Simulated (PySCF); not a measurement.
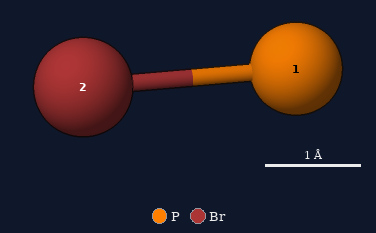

The input geometry (ball-and-stick view, seen at a tilt; atoms are numbered from 1 in the order of the input).

## Single-point calculation of PBr

The run: single-point calculation of PBr. Method and program: ROHF/crenbl, casscf (PySCF 2.14.0).

Figures and captions count atoms from 1; the log counts them from 0 in places.

Log:
```
PySCF version 2.14.0

[INPUT] verbose = 4
[INPUT] num. atoms = 2
[INPUT] num. electrons = 22
[INPUT] charge = 0
[INPUT] spin (= nelec alpha-beta = 2S) = 0
[INPUT] symmetry False subgroup None
[INPUT] Mole.unit = angstrom
[INPUT] Symbol           X                Y                Z      unit          X                Y                Z       unit  Magmom
[INPUT]  1 P      0.000000000000   0.000000000000   0.000000000000 AA    0.000000000000   0.000000000000   0.000000000000 Bohr   0.0
[INPUT]  2 Br     0.000000000000   0.000000000000   2.289000000000 AA    0.000000000000   0.000000000000   4.325583099129 Bohr   0.0

nuclear repulsion = 19.6505298943644
number of shells = 18
number of NR pGTOs = 48
number of NR cGTOs = 48
basis = crenbl
ecp = {'P': 'crenbl', 'Br': 'crenbl'}

******** <class 'pyscf.scf.rohf.ROHF'> ********
method = ROHF
initial guess = minao
damping factor = 0
level_shift factor = 0
DIIS = <class 'pyscf.scf.diis.CDIIS'>
diis_start_cycle = 1
diis_space = 8
diis_damp = 0
SCF conv_tol = 1e-09
SCF conv_tol_grad = None
SCF max_cycles = 50
direct_scf = True
direct_scf_tol = 1e-13
num. doubly occ = 11  num. singly occ = 0
Set gradient conv threshold to 3.16228e-05
init E= -132.387134588992

WARN: HOMO -0.214185409096931 >= LUMO -0.214185409096928

cycle= 1 E= -159.261803529223  delta_E= -26.9  |g|= 1.14  |ddm|= 4.18
  HOMO = -0.369966731086404  LUMO = -0.106216562685642  gap/eV = 7.17701
cycle= 2 E= -159.340675575303  delta_E= -0.0789  |g|=  0.3  |ddm|= 0.546
  HOMO = -0.328444888992412  LUMO = -0.0517011080497101  gap/eV = 7.53058
cycle= 3 E= -159.345646411038  delta_E= -0.00497  |g|= 0.0432  |ddm|= 0.0808
  HOMO = -0.326045226093231  LUMO = -0.0482598266169871  gap/eV = 7.55893
cycle= 4 E= -159.345852469775  delta_E= -0.000206  |g|= 0.00503  |ddm|= 0.0261
  HOMO = -0.326876017839745  LUMO = -0.0487837630756847  gap/eV = 7.56728
cycle= 5 E= -159.345886903341  delta_E= -3.44e-05  |g|= 0.00219  |ddm|= 0.0104
  HOMO = -0.326639883583985  LUMO = -0.04831750915235  gap/eV = 7.57354
cycle= 6 E= -159.345897402551  delta_E= -1.05e-05  |g|= 0.000867  |ddm|= 0.00561
  HOMO = -0.326613657951621  LUMO = -0.0481848056905338  gap/eV = 7.57643
cycle= 7 E= -159.345899172047  delta_E= -1.77e-06  |g|= 7.3e-05  |ddm|= 0.00318
  HOMO = -0.326632826368096  LUMO = -0.04820605538039  gap/eV = 7.57638
cycle= 8 E= -159.345899177772  delta_E= -5.73e-09  |g|= 2.41e-05  |ddm|= 0.000191
  HOMO = -0.326627764431132  LUMO = -0.04820050556485  gap/eV = 7.57639
cycle= 9 E= -159.345899178001  delta_E= -2.28e-10  |g|= 5.51e-06  |ddm|= 4.07e-05
  HOMO = -0.326627458581636  LUMO = -0.0482006602286007  gap/eV = 7.57638
```

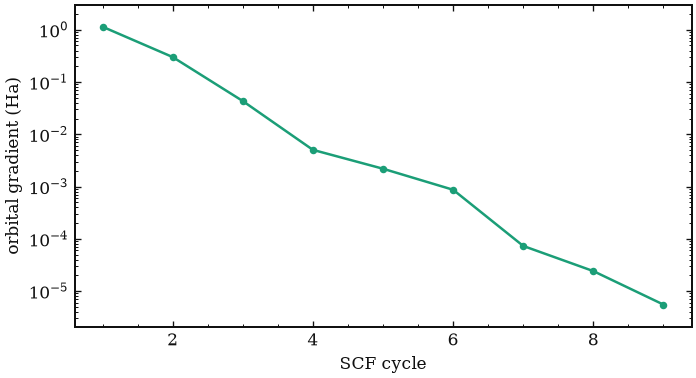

Convergence of the self-consistent field: orbital gradient against the SCF cycle. The residual falls at every step.

```
Extra cycle  E= -159.345899178018  delta_E= -1.74e-11  |g|= 2.53e-06  |ddm|= 8.69e-06
converged SCF energy = -159.345899178018

******** <class 'pyscf.mcscf.mc1step.CASSCF'> ********
CAS (4e+4e, 6o), ncore = 7, nvir = 35
max_cycle_macro = 50
max_cycle_micro = 4
conv_tol = 1e-07
conv_tol_grad = None
orbital rotation max_stepsize = 0.02
orbital rotation threshold for CI restart = 0.01
augmented hessian ah_max_cycle = 30
augmented hessian ah_conv_tol = 1e-12
augmented hessian ah_linear dependence = 1e-14
augmented hessian ah_level shift = 1e-08
augmented hessian ah_start_tol = 2.5
augmented hessian ah_start_cycle = 3
augmented hessian ah_grad_trust_region = 3
kf_trust_region = 3
kf_interval = 4
ci_response_space = 4
ci_grad_trust_region = 3
with_dep4 0
natorb = False
canonicalization = True
sorting_mo_energy = False
ao2mo_level = 2
internal_rotation = False
******** <class 'pyscf.fci.direct_spin1.FCISolver'> ********
max. cycles = 50
conv_tol = 1e-08
davidson only = False
linear dependence = 1e-12
level shift = 0.001
max iter space = 12
nroots = 1
pspace_size = 400
spin = None
CASCI E = -159.423006389760  S^2 = 2.0000000
Set conv_tol_grad to 0.000316228
macro iter   1 ( 21 JK    4 micro), CASSCF E = -159.437350366775  dE = -1.43439770e-02  S^2 = 2.0000000
               |grad[o]|=0.0876  |grad[c]|=0.0292  |ddm|=0.0146  |maxRot[o]|=0.254
macro iter   2 ( 17 JK    4 micro), CASSCF E = -159.438073402375  dE = -7.23035600e-04  S^2 = 2.0000000
               |grad[o]|=0.0143  |grad[c]|=0.00486  |ddm|=0.00892  |maxRot[o]|=0.0837
macro iter   3 ( 20 JK    4 micro), CASSCF E = -159.438017118260  dE =  5.62841149e-05  S^2 = 2.0000000
               |grad[o]|=0.00758  |grad[c]|=0.00355  |ddm|=0.00754  |maxRot[o]|=0.0547
macro iter   4 ( 12 JK    3 micro), CASSCF E = -159.438258367168  dE = -2.41248908e-04  S^2 = 2.0000000
               |grad[o]|=0.00404  |grad[c]|=0.003  |ddm|=0.00308  |maxRot[o]|=0.045
macro iter   5 ( 18 JK    4 micro), CASSCF E = -159.438288389561  dE = -3.00223936e-05  S^2 = 2.0000000
               |grad[o]|=0.00199  |grad[c]|=0.00211  |ddm|=0.000971  |maxRot[o]|=0.011
macro iter   6 ( 13 JK    4 micro), CASSCF E = -159.438292788158  dE = -4.39859630e-06  S^2 = 2.0000000
               |grad[o]|=0.00229  |grad[c]|=0.00191  |ddm|=0.00164  |maxRot[o]|=0.00147
macro iter   7 ( 13 JK    4 micro), CASSCF E = -159.438290733332  dE =  2.05482539e-06  S^2 = 2.0000000
               |grad[o]|=0.00215  |grad[c]|=0.00236  |ddm|=0.00158  |maxRot[o]|=0.00107
macro iter   8 ( 15 JK    4 micro), CASSCF E = -159.438333087522  dE = -4.23541895e-05  S^2 = 2.0000000
               |grad[o]|=0.00225  |grad[c]|=0.000967  |ddm|=0.00153  |maxRot[o]|=0.0143
macro iter   9 ( 11 JK    4 micro), CASSCF E = -159.438350125341  dE = -1.70378193e-05  S^2 = 2.0000000
               |grad[o]|=0.0013  |grad[c]|=0.000772  |ddm|=0.00102  |maxRot[o]|=0.0107
macro iter  10 (  3 JK    1 micro), CASSCF E = -159.438357652840  dE = -7.52749915e-06  S^2 = 2.0000000
               |grad[o]|=0.000911  |grad[c]|=0.000437  |ddm|=0.000728  |maxRot[o]|=0.0114
macro iter  11 (  3 JK    1 micro), CASSCF E = -159.438357697287  dE = -4.44464376e-08  S^2 = 2.0000000
               |grad[o]|=0.000115  |grad[c]|=7.76e-05  |ddm|=0.000188  |maxRot[o]|=0.000848
1-step CASSCF converged in  11 macro (146 JK  37 micro) steps
CASSCF canonicalization
Density matrix diagonal elements [1.95300994 1.93871923 1.99223388 1.04652724 1.00730324 0.06220647]
CASSCF energy = -159.438357697287
CASCI E = -159.438357697287  E(CI) = -12.1395009626929  S^2 = 2.0000000
Natural occ [1.99287823 1.99287659 1.93970369 1.0066606  1.00665888 0.06122201]
Natural orbital (expansion on meta-Lowdin AOs) in CAS space

WARN: Weak orthogonality for localized orbitals 1.041924181454619e-09

               #1        #2        #3        #4        #5
0 P 3s          -0.00000   0.00004   0.04922   0.00001  -0.00000
0 P 4s          -0.00000   0.00000   0.01860   0.00000  -0.00000
0 P 5s          -0.00000   0.00002   0.09299   0.00000  -0.00000
0 P 6s           0.00000  -0.00001  -0.05168  -0.00000   0.00000
0 P 3px         -0.02250  -0.02920   0.00000  -0.15510  -0.11954
0 P 3py          0.00000   0.00000   0.12130   0.00000   0.00000
0 P 3pz         -0.25399   0.19576  -0.00000   0.56543  -0.73369
0 P 4px         -0.14906  -0.19343   0.00000  -0.74646  -0.57528
0 P 4py          0.00000   0.00001   0.59009   0.00000  -0.00000
0 P 4pz          0.04211  -0.03245  -0.00000   0.08166  -0.10596
0 P 5px         -0.04278  -0.05551   0.00000   0.03448   0.02657
0 P 5py          0.00000  -0.00000   0.00199  -0.00000   0.00000
0 P 5pz          0.06681  -0.05149   0.00000  -0.08527   0.11065
0 P 6px          0.04260   0.05527  -0.00000   0.04363   0.03362
0 P 6py         -0.00000  -0.00000  -0.06334  -0.00000   0.00000
0 P 6pz         -0.02690   0.02073  -0.00000   0.01864  -0.02419
1 Br 4s          0.00000   0.00002   0.02203   0.00001  -0.00000
1 Br 5s          0.00000   0.00000  -0.00194   0.00000  -0.00000
1 Br 6s         -0.00000  -0.00002   0.04668  -0.00001   0.00000
1 Br 4px        -0.00000   0.00000  -0.03133   0.00000  -0.00000
1 Br 4py         0.18017  -0.13885   0.00000   0.04294  -0.05571
1 Br 4pz         0.13981   0.18141  -0.00000  -0.05211  -0.04015
1 Br 5px        -0.00000   0.00000   0.17113   0.00000  -0.00000
1 Br 5py         0.72343  -0.55753  -0.00000   0.19155  -0.24852
1 Br 5pz         0.57109   0.74102  -0.00000  -0.19137  -0.14746
1 Br 6px         0.00000  -0.00001   0.76546  -0.00000   0.00000
1 Br 6py         0.00832  -0.00641  -0.00000   0.00890  -0.01155
1 Br 6pz        -0.02339  -0.03035   0.00000  -0.06006  -0.04629
1 Br 3dxy       -0.00000  -0.00000   0.00000   0.00000  -0.00000
1 Br 3dyz       -0.00327  -0.00405  -0.00000   0.00224   0.00173
1 Br 3dz^2      -0.00000  -0.00000   0.00190  -0.00000   0.00000
1 Br 3dxz       -0.00424   0.00312   0.00000  -0.00173   0.00224
1 Br 3dx2-y2     0.00000  -0.00000   0.00000   0.00000   0.00000
1 Br 4dxy       -0.00000   0.00000   0.00000  -0.00000   0.00000
1 Br 4dyz       -0.00121  -0.00157  -0.00000  -0.00468  -0.00361
1 Br 4dz^2      -0.00000   0.00000  -0.00501   0.00000  -0.00000
1 Br 4dxz       -0.00062   0.00048   0.00000   0.00131  -0.00170
1 Br 4dx2-y2     0.00000   0.00000   0.00000  -0.00000  -0.00000
1 Br 5dxy        0.00000  -0.00000  -0.00000   0.00000  -0.00000
1 Br 5dyz        0.00128   0.00167   0.00000   0.00475   0.00366
1 Br 5dz^2      -0.00000  -0.00000   0.00530  -0.00000  -0.00000
1 Br 5dxz        0.00073  -0.00056  -0.00000  -0.00139   0.00181
1 Br 5dx2-y2    -0.00000  -0.00000  -0.00000   0.00000   0.00000
1 Br 6dxy       -0.00000   0.00000   0.00000  -0.00000   0.00000
1 Br 6dyz       -0.00169  -0.00220  -0.00000  -0.00521  -0.00401
1 Br 6dz^2      -0.00000   0.00000  -0.00657   0.00000  -0.00000
1 Br 6dxz       -0.00130   0.00100   0.00000   0.00184  -0.00238
1 Br 6dx2-y2     0.00000   0.00000   0.00000  -0.00000  -0.00000
               #6
0 P 3s           0.03421
0 P 4s          -0.04756
0 P 5s           0.11479
0 P 6s          -0.10551
0 P 3px         -0.00000
0 P 3py         -0.18923
0 P 3pz         -0.00000
0 P 4px          0.00000
0 P 4py         -0.71499
0 P 4pz          0.00000
0 P 5px          0.00000
0 P 5py         -0.21141
0 P 5pz          0.00000
0 P 6px         -0.00000
0 P 6py         -0.07263
0 P 6pz         -0.00000
1 Br 4s          0.00889
1 Br 5s         -0.11909
1 Br 6s         -0.17980
1 Br 4px        -0.02854
1 Br 4py        -0.00000
1 Br 4pz         0.00000
1 Br 5px         0.27349
1 Br 5py        -0.00000
1 Br 5pz         0.00000
1 Br 6px         0.50210
1 Br 6py         0.00000
1 Br 6pz         0.00000
1 Br 3dxy       -0.00000
1 Br 3dyz        0.00000
1 Br 3dz^2      -0.00491
1 Br 3dxz       -0.00000
1 Br 3dx2-y2    -0.00000
1 Br 4dxy       -0.00000
1 Br 4dyz        0.00000
1 Br 4dz^2       0.01693
1 Br 4dxz       -0.00000
1 Br 4dx2-y2    -0.00000
1 Br 5dxy        0.00000
1 Br 5dyz       -0.00000
1 Br 5dz^2      -0.01720
1 Br 5dxz        0.00000
1 Br 5dx2-y2     0.00000
1 Br 6dxy       -0.00000
1 Br 6dyz        0.00000
1 Br 6dz^2       0.01882
1 Br 6dxz       -0.00000
1 Br 6dx2-y2    -0.00000
<mo_coeff-mcscf|mo_coeff-hf>  1      1        0.98965309
<mo_coeff-mcscf|mo_coeff-hf>  2      3        0.99996617
<mo_coeff-mcscf|mo_coeff-hf>  3      2        0.99996357
<mo_coeff-mcscf|mo_coeff-hf>  4      5        0.98965904
<mo_coeff-mcscf|mo_coeff-hf>  5      4        1.00000000
<mo_coeff-mcscf|mo_coeff-hf>  6      6        0.98899861
<mo_coeff-mcscf|mo_coeff-hf>  7      7        0.98974357
<mo_coeff-mcscf|mo_coeff-hf>  8      8        0.99995759
<mo_coeff-mcscf|mo_coeff-hf>  9      9        0.98115793
<mo_coeff-mcscf|mo_coeff-hf>  10     10       0.99987028
<mo_coeff-mcscf|mo_coeff-hf>  11     11       0.99983305
<mo_coeff-mcscf|mo_coeff-hf>  12     12       0.99451372
<mo_coeff-mcscf|mo_coeff-hf>  13     13       0.95668565
<mo_coeff-mcscf|mo_coeff-hf>  14     14       0.99738014
<mo_coeff-mcscf|mo_coeff-hf>  15     15       0.94658665
<mo_coeff-mcscf|mo_coeff-hf>  16     16       0.99449245
<mo_coeff-mcscf|mo_coeff-hf>  17     17       0.99968806
<mo_coeff-mcscf|mo_coeff-hf>  18     19       0.99983603
<mo_coeff-mcscf|mo_coeff-hf>  19     18       0.99913386
<mo_coeff-mcscf|mo_coeff-hf>  20     20       0.97668716
<mo_coeff-mcscf|mo_coeff-hf>  21     21       0.99824089
<mo_coeff-mcscf|mo_coeff-hf>  22     23       0.99999994
<mo_coeff-mcscf|mo_coeff-hf>  23     22       0.99999955
<mo_coeff-mcscf|mo_coeff-hf>  24     24      -0.62359158
<mo_coeff-mcscf|mo_coeff-hf>  24     26       0.78173516
<mo_coeff-mcscf|mo_coeff-hf>  25     24       0.78174421
<mo_coeff-mcscf|mo_coeff-hf>  25     26       0.62359870
<mo_coeff-mcscf|mo_coeff-hf>  26     25       1.00000000
<mo_coeff-mcscf|mo_coeff-hf>  27     27       0.99999957
<mo_coeff-mcscf|mo_coeff-hf>  28     29       0.99999759
<mo_coeff-mcscf|mo_coeff-hf>  29     28       0.99999282
<mo_coeff-mcscf|mo_coeff-hf>  30     30       0.99999664
<mo_coeff-mcscf|mo_coeff-hf>  31     32       0.99999998
<mo_coeff-mcscf|mo_coeff-hf>  32     31       0.99999998
<mo_coeff-mcscf|mo_coeff-hf>  33     33       0.99999941
<mo_coeff-mcscf|mo_coeff-hf>  34     36       1.00000000
<mo_coeff-mcscf|mo_coeff-hf>  35     34       1.00000000
<mo_coeff-mcscf|mo_coeff-hf>  36     35       0.95683446
<mo_coeff-mcscf|mo_coeff-hf>  37     38       0.95683339
<mo_coeff-mcscf|mo_coeff-hf>  38     37       1.00000000
<mo_coeff-mcscf|mo_coeff-hf>  39     39       0.99999851
<mo_coeff-mcscf|mo_coeff-hf>  40     40       1.00000000
<mo_coeff-mcscf|mo_coeff-hf>  41     41       0.99999999
<mo_coeff-mcscf|mo_coeff-hf>  42     42       1.00000000
<mo_coeff-mcscf|mo_coeff-hf>  43     44       1.00000000
<mo_coeff-mcscf|mo_coeff-hf>  44     43       1.00000000
<mo_coeff-mcscf|mo_coeff-hf>  45     46       0.99996785
<mo_coeff-mcscf|mo_coeff-hf>  46     45       0.94706326
<mo_coeff-mcscf|mo_coeff-hf>  47     47       0.94709371
<mo_coeff-mcscf|mo_coeff-hf>  48     48       1.00000000
** Largest CI components **
  [alpha occ-orbitals] [beta occ-orbitals]            CI coefficient
  [0 1 2 3]            [0 1 2 4]                       0.679391985659
  [0 1 2 3]            [1 2 3 4]                      -0.133713691799
  [0 1 2 4]            [0 1 2 3]                      -0.679391985659
  [1 2 3 4]            [0 1 2 3]                       0.133713691799

WARN: Weak orthogonality for localized orbitals 1.041924181454619e-09

 ** Mulliken pop on meta-lowdin orthogonal AOs  **
 ** Mulliken pop  **
pop of  0 P 3s            1.63447
pop of  0 P 4s            0.03878
pop of  0 P 5s            0.28542
pop of  0 P 6s            0.03130
pop of  0 P 3px           0.04131
pop of  0 P 3py           0.03083
pop of  0 P 3pz           1.06866
pop of  0 P 4px           1.01293
pop of  0 P 4py           0.73313
pop of  0 P 4pz           0.02365
pop of  0 P 5px           0.01170
pop of  0 P 5py           0.01625
pop of  0 P 5pz           0.03383
pop of  0 P 6px           0.01276
pop of  0 P 6py           0.01405
pop of  0 P 6pz           0.00324
pop of  1 Br 4s           1.29728
pop of  1 Br 5s           0.04272
pop of  1 Br 6s           0.60059
pop of  1 Br 4px          0.00350
pop of  1 Br 4py          0.10809
pop of  1 Br 4pz          0.10890
pop of  1 Br 5px          0.06390
pop of  1 Br 5py          1.76164
pop of  1 Br 5pz          1.80311
pop of  1 Br 6px          1.20861
pop of  1 Br 6py          0.00045
pop of  1 Br 6pz          0.00872
pop of  1 Br 3dxy         1.99997
pop of  1 Br 3dyz         1.99993
pop of  1 Br 3dz^2        1.99976
pop of  1 Br 3dxz         1.99993
pop of  1 Br 3dx2-y2      1.99997
pop of  1 Br 4dxy         0.00001
pop of  1 Br 4dyz         0.00005
pop of  1 Br 4dz^2        0.00009
pop of  1 Br 4dxz         0.00001
pop of  1 Br 4dx2-y2      0.00001
pop of  1 Br 5dxy         0.00003
pop of  1 Br 5dyz         0.00007
pop of  1 Br 5dz^2        0.00011
pop of  1 Br 5dxz         0.00003
pop of  1 Br 5dx2-y2      0.00003
pop of  1 Br 6dxy         0.00000
pop of  1 Br 6dyz         0.00006
pop of  1 Br 6dz^2        0.00014
pop of  1 Br 6dxz         0.00002
pop of  1 Br 6dx2-y2      0.00000
 ** Mulliken atomic charges  **
charge of    0P =      0.00770
charge of    1Br =     -0.00770
Mulliken spin population analysis on meta-Lowdin AOs:

WARN: Weak orthogonality for localized orbitals 1.041924181454619e-09

 ** Mulliken pop on meta-lowdin orthogonal AOs  **
 ** Mulliken pop  **
pop of  0 P 3s            0.00000
pop of  0 P 4s            0.00000
pop of  0 P 5s           -0.00000
pop of  0 P 6s            0.00000
pop of  0 P 3px          -0.00000
pop of  0 P 3py          -0.00000
pop of  0 P 3pz           0.00000
pop of  0 P 4px          -0.00000
pop of  0 P 4py          -0.00000
pop of  0 P 4pz           0.00000
pop of  0 P 5px          -0.00000
pop of  0 P 5py           0.00000
pop of  0 P 5pz           0.00000
pop of  0 P 6px           0.00000
pop of  0 P 6py           0.00000
pop of  0 P 6pz           0.00000
pop of  1 Br 4s          -0.00000
pop of  1 Br 5s           0.00000
pop of  1 Br 6s          -0.00000
pop of  1 Br 4px         -0.00000
pop of  1 Br 4py          0.00000
pop of  1 Br 4pz         -0.00000
pop of  1 Br 5px          0.00000
pop of  1 Br 5py          0.00000
pop of  1 Br 5pz         -0.00000
pop of  1 Br 6px          0.00000
pop of  1 Br 6py          0.00000
pop of  1 Br 6pz         -0.00000
pop of  1 Br 3dxy         0.00000
pop of  1 Br 3dyz        -0.00000
pop of  1 Br 3dz^2       -0.00000
pop of  1 Br 3dxz        -0.00000
pop of  1 Br 3dx2-y2      0.00000
pop of  1 Br 4dxy        -0.00000
pop of  1 Br 4dyz        -0.00000
pop of  1 Br 4dz^2        0.00000
pop of  1 Br 4dxz         0.00000
pop of  1 Br 4dx2-y2      0.00000
pop of  1 Br 5dxy         0.00000
pop of  1 Br 5dyz        -0.00000
pop of  1 Br 5dz^2        0.00000
pop of  1 Br 5dxz         0.00000
pop of  1 Br 5dx2-y2     -0.00000
pop of  1 Br 6dxy        -0.00000
pop of  1 Br 6dyz        -0.00000
pop of  1 Br 6dz^2        0.00000
pop of  1 Br 6dxz         0.00000
pop of  1 Br 6dx2-y2      0.00000
 ** Mulliken atomic charges  **
charge of    0P =      5.00000
charge of    1Br =     17.00000
spop of 0 P 3s          0.00000
spop of 0 P 4s          0.00000
spop of 0 P 5s         -0.00000
spop of 0 P 6s          0.00000
spop of 0 P 3px        -0.00000
spop of 0 P 3py        -0.00000
spop of 0 P 3pz         0.00000
spop of 0 P 4px        -0.00000
spop of 0 P 4py        -0.00000
spop of 0 P 4pz         0.00000
spop of 0 P 5px        -0.00000
spop of 0 P 5py         0.00000
spop of 0 P 5pz         0.00000
spop of 0 P 6px         0.00000
spop of 0 P 6py         0.00000
spop of 0 P 6pz         0.00000
spop of 1 Br 4s        -0.00000
spop of 1 Br 5s         0.00000
spop of 1 Br 6s        -0.00000
spop of 1 Br 4px       -0.00000
spop of 1 Br 4py        0.00000
spop of 1 Br 4pz       -0.00000
spop of 1 Br 5px        0.00000
spop of 1 Br 5py        0.00000
spop of 1 Br 5pz       -0.00000
spop of 1 Br 6px        0.00000
spop of 1 Br 6py        0.00000
spop of 1 Br 6pz       -0.00000
spop of 1 Br 3dxy       0.00000
spop of 1 Br 3dyz      -0.00000
spop of 1 Br 3dz^2     -0.00000
spop of 1 Br 3dxz      -0.00000
spop of 1 Br 3dx2-y2    0.00000
spop of 1 Br 4dxy      -0.00000
spop of 1 Br 4dyz      -0.00000
spop of 1 Br 4dz^2      0.00000
spop of 1 Br 4dxz       0.00000
spop of 1 Br 4dx2-y2    0.00000
spop of 1 Br 5dxy       0.00000
spop of 1 Br 5dyz      -0.00000
spop of 1 Br 5dz^2      0.00000
spop of 1 Br 5dxz       0.00000
spop of 1 Br 5dx2-y2   -0.00000
spop of 1 Br 6dxy      -0.00000
spop of 1 Br 6dyz      -0.00000
spop of 1 Br 6dz^2      0.00000
spop of 1 Br 6dxz       0.00000
spop of 1 Br 6dx2-y2    0.00000
Mulliken atomic spins:
spin of  0P =      0.00000
spin of  1Br =      0.00000
Dipole moment(X, Y, Z, Debye): -0.00000, -0.00000, -1.82750
orbital energies (hartree): [-0.4551 -0.4423 -0.3266 -0.0482  0.0564  0.4385]
```

This output came from the following input.

Input:
```python
from pyscf import gto, scf, mcscf

mol = gto.M(
    atom='P 0 0 0; Br 0 0 2.289',
    basis='crenbl',
    ecp={'P': 'crenbl', 'Br': 'crenbl'},
    charge=0,
    spin=0,
    verbose=4,
)
mf = scf.ROHF(mol)
mf.kernel()
mc = mcscf.CASSCF(mf, 6, 8)
mc.kernel()
mc.analyze()
mf.dip_moment()
print('orbital energies (hartree):', mf.mo_energy[..., max(0, mol.nelec[1]-3):mol.nelec[0]+3].round(4))
```

Command:
```bash
OMP_NUM_THREADS=1 python input.py
```

Summary:

```tsv
quantity	value
outcome	converged
SCF energy	−159.345899 hartree
dipole moment	1.83 D
hardware	1 CPU thread, shared host
wall time	2.6 s
```

Remarks:

Notes on the run: Weak orthogonality for localized orbitals.
